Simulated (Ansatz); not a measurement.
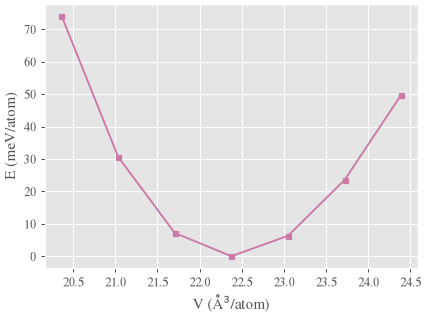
*Sn₂Pt (fluorite or antifluorite type, Fm-3m) under volume change, PBEsol (plane waves, PAW; program Ansatz), scaled uniformly.*

What does a third-order Birch–Murnaghan fit give for V₀, B₀ and B′?

V₀ = 22.38 Å³/atom, B₀ = 107 GPa, B′ = 5.6.

The workflow started from a Materials Project entry (that database holds measured and hypothetical structures alike); the Crystallography Open Database files this formula in space group No. 225, but the cells were not matched. Its standing as an ambient phase is unchecked. Symmetry was held in the PBEsol relaxation; of distortions, only those at the zone centre were tested. The run is not spin-polarised. Scalar-relativistic: spin–orbit coupling is off unless named, which matters more the heavier the elements.

Potentials: the later of the program's two PAW sets.
